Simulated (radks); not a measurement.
# Exchange and kinetic functionals tested on atomic densities: Ga²⁺, Kr¹³⁺, K⁴⁺, Hg²⁺, C²⁺, Cl²⁺

Aim: take each self-consistent density and evaluate many functionals on it, against the exact exchange and kinetic energies of the same orbitals. Every spin shell is full or empty, so the densities are truly spherical.

Method: non-relativistic Kohn-Sham, exchange-only PBE, spin-polarised, spherical densities, point nucleus; open shells are filled with parallel spins first. Code: radks (a radial shooting solver on a logarithmic mesh, Libxc functionals) version 1.

## (1) The atom as given

| Property | Result |
| --- | --- |
| species | Ga²⁺ ([Ar] 3d10 4s1), Kr¹³⁺ ([Ar] 3d5), K⁴⁺ ([Ne] 3s2 3p3), Hg²⁺ ([Xe] 4f14 5d10), C²⁺ ([He] 2s2), Cl²⁺ ([Ne] 3s2 3p3) |

In the logs a row gives level, spin channel, occupation and eigenvalue; Etot, Ekin, Encl (electron-nucleus), Eh (Hartree) and Exc are energies, all in hartree; err is the last residual, it the number of iterations.

## (2) Ga²⁺, [Ar] 3d10 4s1

Settings of this run:

```text
Z 31
configuration [Ar] 3d10 4s1
relativity non-relativistic
functional pbe,
spin polarised
nucleus point
```

What it wrote:

```text
1s      1   1.0000        -371.60762954
2s      1   1.0000         -45.97636053
2p      1   3.0000         -40.81880640
3s      1   1.0000          -5.95719821
3p      1   3.0000          -4.28506282
3d      1   5.0000          -1.42210511
4s      1   1.0000          -0.94487865
1s      2   1.0000        -371.60544388
2s      2   1.0000         -45.97619137
2p      2   3.0000         -40.81818882
3s      2   1.0000          -5.95455300
3p      2   3.0000          -4.28141241
3d      2   5.0000          -1.41247648
4s      2   0.0000          -0.88687933
Etot -1922.200432729061
Ekin 1922.2004326622293
Encl -4582.867948684294
Eh 811.2728120985438
Exc -72.80572880554023
err 4.132645206804314e-09
it 16
```

Highest occupied level: 4s up at -25.711 eV. Exact exchange of these orbitals: -72.9498 hartree.

Radial moments (bohr):

| level | occupation | energy (eV) | <r> | outermost maximum (interpolated) | 90 % within | nodes |
| --- | --- | --- | --- | --- | --- | --- |
| 3s up | 1 | -162.10 | 0.6630 | 0.573 | 0.993 | 2 |
| 3s down | 1 | -162.03 | 0.6625 | 0.573 | 0.992 | 2 |
| 3p up | 3 | -116.60 | 0.6844 | 0.571 | 1.06 | 1 |
| 3p down | 3 | -116.50 | 0.6833 | 0.571 | 1.05 | 1 |
| 3d up | 5 | -38.697 | 0.8014 | 0.532 | 1.38 | 0 |
| 3d down | 5 | -38.435 | 0.7922 | 0.531 | 1.36 | 0 |
| 4s up | 1 | -25.711 | 2.122 | 1.82 | 3.14 | 3 |
| 4s down | 0 | -24.133 | 2.117 | 1.81 | 3.14 | 3 |

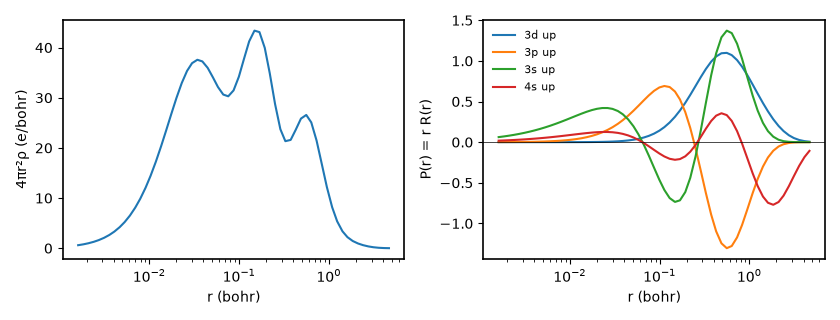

Radial density (left) and radial functions of outer levels (right).

## (3) Kr¹³⁺, [Ar] 3d5

Settings of this run:

```text
Z 36
configuration [Ar] 3d5
relativity non-relativistic
functional pbe,
spin polarised
nucleus point
```

What it wrote:

```text
1s      1   1.0000        -524.71252183
2s      1   1.0000         -80.39213220
2p      1   3.0000         -74.06363497
3s      1   1.0000         -21.71647723
3p      1   3.0000         -19.47879209
3d      1   5.0000         -15.60149545
1s      2   1.0000        -524.71126624
2s      2   1.0000         -80.08395640
2p      2   3.0000         -73.83968043
3s      2   1.0000         -21.30315514
3p      2   3.0000         -19.05493603
3d      2   0.0000         -15.12189678
Etot -2676.6152755251214
Ekin 2676.6152754578266
Encl -6082.0254477138915
Eh 811.0955557780322
Exc -82.3006590470888
err 1.2352438474347946e-09
it 14
```

Highest occupied level: 3d up at -424.54 eV. Exact exchange of these orbitals: -82.7994 hartree.

## (4) K⁴⁺, [Ne] 3s2 3p3

Settings of this run:

```text
Z 19
configuration [Ne] 3s2 3p3
relativity non-relativistic
functional pbe,
spin polarised
nucleus point
```

What it wrote:

```text
1s      1   1.0000        -131.21491174
2s      1   1.0000         -15.15732021
2p      1   3.0000         -12.58706585
3s      1   1.0000          -3.31193201
3p      1   3.0000          -2.66130482
1s      2   1.0000        -131.18055186
2s      2   1.0000         -15.12390577
2p      2   3.0000         -12.54065847
3s      2   1.0000          -3.08719181
3p      2   0.0000          -2.44616291
Etot -593.8994749486874
Ekin 593.8994749438
Encl -1377.3471663144483
Eh 220.5026930408739
Exc -30.95447661891304
err 3.2297759795027117e-10
it 14
```

Highest occupied level: 3p up at -72.418 eV. Exact exchange of these orbitals: -31.1274 hartree.

## (5) Hg²⁺, [Xe] 4f14 5d10

Settings of this run:

```text
Z 80
configuration [Xe] 4f14 5d10
relativity non-relativistic
functional pbe,
spin polarised
nucleus point
```

What it wrote:

```text
1s      1   1.0000       -2757.59414742
2s      1   1.0000        -462.14008693
2p      1   3.0000        -444.57569069
3s      1   1.0000        -109.25192975
3p      1   3.0000        -100.94512588
3d      1   5.0000         -85.44480563
4s      1   1.0000         -23.85755021
4p      1   3.0000         -20.25353401
4d      1   5.0000         -13.61841391
4f      1   7.0000          -4.69370158
5s      1   1.0000          -4.02093074
5p      1   3.0000          -2.85916776
5d      1   5.0000          -1.04356196
1s      2   1.0000       -2757.59414742
2s      2   1.0000        -462.14008693
2p      2   3.0000        -444.57569069
3s      2   1.0000        -109.25192975
3p      2   3.0000        -100.94512588
3d      2   5.0000         -85.44480563
4s      2   1.0000         -23.85755021
4p      2   3.0000         -20.25353401
4d      2   5.0000         -13.61841391
4f      2   7.0000          -4.69370158
5s      2   1.0000          -4.02093074
5p      2   3.0000          -2.85916776
5d      2   5.0000          -1.04356196
Etot -18406.980987787287
Ekin 18406.98098572452
Encl -43792.20782260111
Eh 7321.775031981679
Exc -343.5291828923774
err 1.4124520175929355e-08
it 14
```

The top filled level is 5d, -28.397 eV. Exact exchange of these orbitals: -344.694 hartree.

## (6) C²⁺, [He] 2s2

Settings of this run:

```text
Z 6
configuration [He] 2s2
relativity non-relativistic
functional pbe,
spin polarised
nucleus point
```

What it wrote:

```text
1s      1   1.0000         -11.30527162
2s      1   1.0000          -1.44898532
1s      2   1.0000         -11.30527162
2s      2   1.0000          -1.44898532
Etot -36.365360739366146
Ekin 36.3653607405825
Encl -80.4920116333409
Eh 12.022602406442747
Exc -4.261312253050498
err 1.5313415832844923e-09
it 13
```

The top filled level is 2s, -39.429 eV. Exact exchange of these orbitals: -4.30142 hartree.

## (7) Cl²⁺, [Ne] 3s2 3p3

Settings of this run:

```text
Z 17
configuration [Ne] 3s2 3p3
relativity non-relativistic
functional pbe,
spin polarised
nucleus point
```

What it wrote:

```text
1s      1   1.0000        -101.74169877
2s      1   1.0000         -10.19307899
2p      1   3.0000          -8.02177659
3s      1   1.0000          -1.66658065
3p      1   3.0000          -1.18656768
1s      2   1.0000        -101.71925861
2s      2   1.0000         -10.16992411
2p      2   3.0000          -7.98998381
3s      2   1.0000          -1.48805506
3p      2   0.0000          -1.01805082
Etot -458.06825633569366
Ekin 458.06825633284075
Encl -1076.6897799326807
Eh 187.28412906722156
Exc -26.730861803075253
err 2.0041894321777387e-09
it 13
```

Highest occupied level: 3p up at -32.288 eV. Exact exchange of these orbitals: -26.8791 hartree.

## (8) All runs together

```csv
error in magnitude (%),Ga²⁺,Kr¹³⁺,K⁴⁺,Hg²⁺,C²⁺,Cl²⁺
"exchange, LDA",-5.70,-6.22,-7.72,-3.80,-12.83,-7.87
"exchange, B88",+0.29,-0.08,-0.02,+0.07,-0.14,-0.02
"exchange, PW91",+0.24,-0.18,-0.14,+0.05,-0.60,-0.13
"exchange, PW86",+0.35,-0.07,+0.43,-0.39,+0.76,+0.47
"exchange, OPTX",+0.97,+0.69,+0.12,+1.91,+0.00,+0.07
"exchange, B86b",+0.31,-0.09,+0.06,+0.01,-0.07,+0.07
"exchange, APBE",+0.69,+0.29,+0.55,+0.25,+0.64,+0.57
"exchange, revTPSS",-0.55,-0.87,-0.53,-0.89,+0.30,-0.49
"exchange, Tao-Mo",-0.40,-0.69,-0.22,-0.83,+0.67,-0.17
"kinetic, Thomas-Fermi",-6.27,-6.10,-7.05,-4.62,-10.50,-7.18
"kinetic, von Weizsacker",-51.16,-51.78,-41.70,-64.59,-9.34,-40.14
"kinetic, TF + vW",+42.57,+42.12,+51.25,+30.78,+80.16,+52.69
"kinetic, TF + vW/9",-0.84,-0.74,-0.57,-0.69,-0.42,-0.52
"kinetic, TF + vW/5",+3.50,+3.55,+4.61,+2.46,+7.63,+4.80
"kinetic, APBEK",+0.01,+0.07,+0.26,+0.04,-0.38,+0.30
"kinetic, LKT",+23.09,+22.96,+29.08,+15.91,+51.77,+30.08
"kinetic, DePristo-Kress",-0.17,-0.10,+0.06,-0.20,-1.80,+0.08
"kinetic, Ernzerhof",-0.46,-0.32,+0.02,-0.48,+1.55,+0.09
```

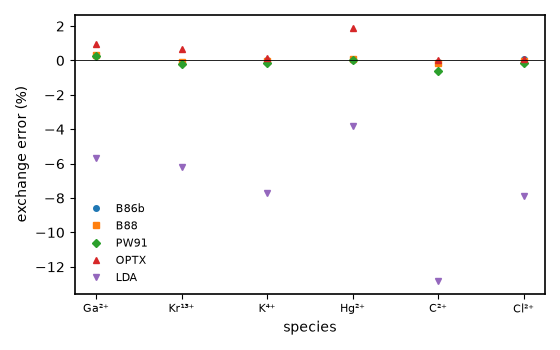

Error of five exchange functionals by species.

In words: Negative means that the magnitude is too small. For exchange the mean absolute error is least for B86b (0.10 %) and largest for LDA (7.36 %). Among the orbital-free kinetic functionals APBEK (0.18 %) does best and TF + vW (49.93 %) worst. The functionals are evaluated on one density each, not self-consistently.
